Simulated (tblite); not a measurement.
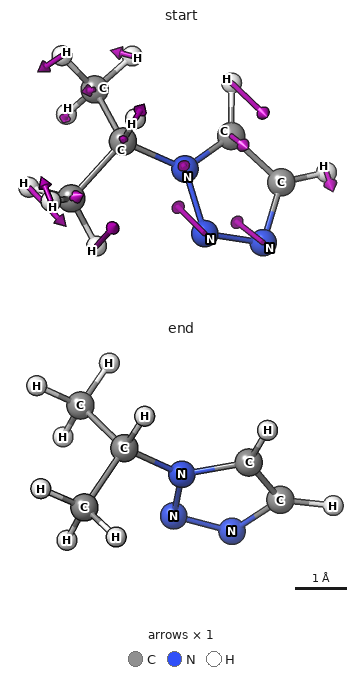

The structure of C5H9N3 before (top) and after (bottom) a relaxation, at one scale. The purple arrows give the displacements, at their true length.

Style: ball-and-stick. Shown at a tilt.

Method: GFN2-xTB geometry optimisation, gas phase in tblite. 

> Describe what moved and what it gained.

Over 166 geometry steps the energy falls by 14.2 kcal/mol. The largest move after the best rigid fit is that of an H atom, 1.97 Å. Largest moves by element: H 1.97 Å, N 1.70 Å, C 0.77 Å. Some distances before and after: N–N 1.337 → 1.278 Å, C–C 1.475 → 1.527 Å, C–H 1.129 → 1.087 Å, C–H 1.107 → 1.086 Å. Among the angles between lasting bonds that change: C–C–H 123.9° → 132.7°, N–C–H 128.4° → 123.1°, N–C–H 126.6° → 121.9°. Groups turn about C–N by about 85°, C–C by about 55°, C–C by about 25°.
